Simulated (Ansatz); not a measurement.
# BPH4 (SMILES BP): methods side by side

BPH4: 6 atoms, total charge 0, spin state singlet. SMILES: `BP`. The coordinates come from a GFN2-xTB relaxation.

Quantity: the electronic atomisation energy, in eV. The values are calculated. Electronic energies at fixed atoms, without zero-point motion or spin-orbit coupling.

| level | kind | program | value (eV) | less FCI/STO-3G | CPU time (all runs) |
| --- | --- | --- | --- | --- | --- |
| HF/STO-3G | Hartree–Fock | Ansatz | 19.14 | -1.70 | 0.17 s |
| BLYP/STO-3G | GGA | Ansatz | 24.57 | +3.73 | 1.2 s |
| revPBE/STO-3G | GGA | Ansatz | 24.25 | +3.41 | 1.1 s |
| r2SCAN0/STO-3G | hybrid meta-GGA | Ansatz | 24.02 | +3.18 | 2.8 s |
| wB97M-V/STO-3G | range-separated hybrid | Ansatz | 25.05 | +4.21 | 10 s |
| wB97X/STO-3G | range-separated hybrid | Ansatz | 24.25 | +3.41 | 4.5 s |
| B2PLYP/STO-3G | double hybrid | Ansatz | 23.18 | +2.34 | 1.3 s |
| RPA@PBE/STO-3G | RPA | Ansatz | 20.90 | +0.06 | 1.5 s |
| CCSDTQ/STO-3G | coupled cluster or CI | Ansatz | 20.84 | 0.00 | 4.6 s |
| FCI/STO-3G | exact in the basis | Ansatz | 20.84 | 0.00 | 3.6 s |

FCI/STO-3G is exact within its basis and frozen core, so for wave-function methods in that basis the difference is their error; functionals converge differently with the basis, so for them it is only a difference. The values span 19.14 to 25.05 eV. All rows use very small basis sets, so none should be taken for the real molecule's value. Times are those of the runs behind each value, whatever else they computed, on shared processors of several kinds: orders of magnitude only.

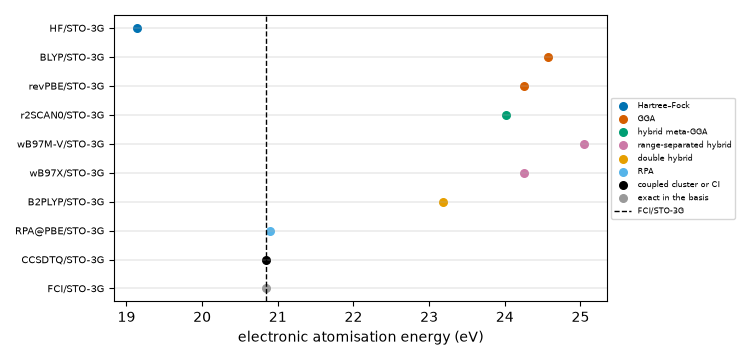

The values of the table, level by level.
